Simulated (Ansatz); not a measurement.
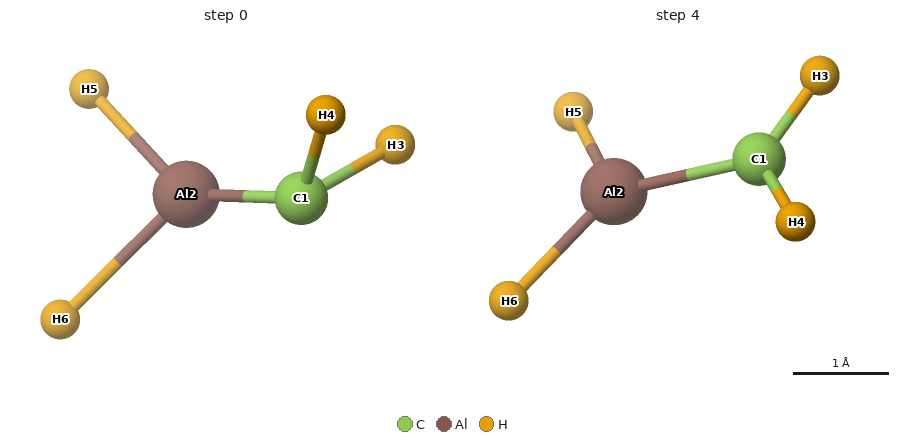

The structure of CH4Al (charge −1) before (left) and after (right) a relaxation, at one scale.

The picture is a ball-and-stick view, seen at a tilt.

Method: Ansatz 0.2.0, RKS B3LYP-D4/def2-SVP.

Input
```yaml
crystal:
  periodic: [false, false, false]
  atoms:
    - {symbol: C, position_ang: [-0.029590, -0.979618, 0.482204]}
    - {symbol: Al, position_ang: [0.023089, 0.544090, 0.085480]}
    - {symbol: H, position_ang: [-0.721378, -1.555274, -0.457424]}
    - {symbol: H, position_ang: [0.835509, -1.848887, 0.168179]}
    - {symbol: H, position_ang: [0.540099, 1.659674, -1.203462]}
    - {symbol: H, position_ang: [-0.107536, 2.083253, 1.193647]}
basis:
  gaussian: {orbitals: def2-SVP}
total_charge: -1
hamiltonian: {xc: {name: B3LYP}, dispersion: d4}
relax: {f_tol: 0.01, max_steps: 5, max_displacement: 0.5}
```

Run as
```bash
ansatz run in.yaml --threads 2 --pin off --events-out ev --progress --plain --max-ram 3481MiB
```

### What changed between the two?

The relaxation stopped without meeting its thresholds, so the last structure isn't shown to be converged. It used up its limit of 5 steps. Over 4 geometry steps the energy falls by 83.9 kcal/mol. Largest force component: 15 eV/Å at the start, 0.31 eV/Å at the end. H4 moves most after the best rigid fit: 1.16 Å. By element the largest moves are H 1.16 Å, C 0.44 Å, Al 0.27 Å. Among the contacts that change: Al2–H6 1.901 → 1.627 Å, C1–Al2 1.575 → 1.840 Å, C1–H3 1.301 → 1.098 Å, C1–H4 1.266 → 1.098 Å. Among the angles between lasting bonds that change: H3–C1–H4 83.1° → 112.5°, H5–Al2–H6 86.3° → 110.2°, C1–Al2–H5 142.9° → 123.4°. The run took 2.6 s on 2 threads of Arm Neoverse V2 (shared host).

Limits of the set-up: the basis has no diffuse functions, which an anion needs.
